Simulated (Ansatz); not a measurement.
```xyz
9

Ge    0.5239   -0.0353   -0.6646
H    -0.8377    1.0713    3.8182
O     1.9239   -0.0750   -1.7273
H     2.6527   -0.6173   -1.4666
H    -0.4874    0.8546   -1.3769
H     0.0261   -1.4395   -0.3437
O     0.9914    0.6453    0.8910
H     1.3245    1.5296    0.8946
H    -0.4255    0.9029    3.2179
```

All numbers below come from RHF/def2-SVP (Ansatz).

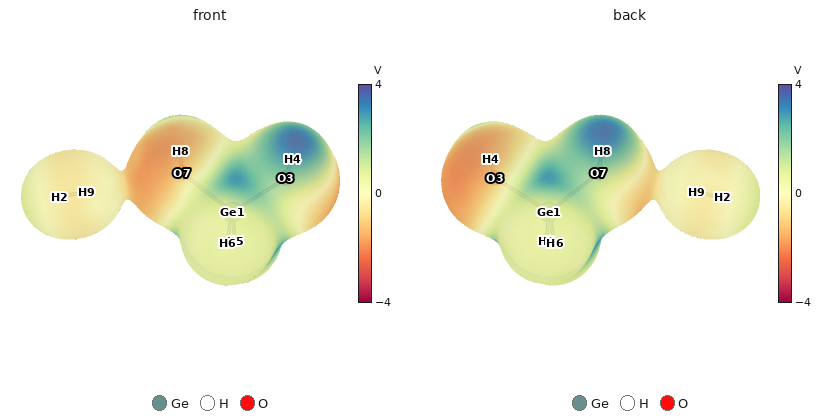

GeH4O2···H2. The molecular electrostatic potential painted on the density surface at 0.004 e/bohr³, seen from the front and from behind; the colour scale runs from red (negative) to blue (positive).

Which sites attract a positive test charge, and which a negative one?

A positive charge is drawn to the negative regions and a negative charge to the positive ones. The most negative region (about −2.0 V) lies over O3, the most positive (about +3.4 V) over H4 and H8. O3 is the likeliest acceptor of a hydrogen bond.
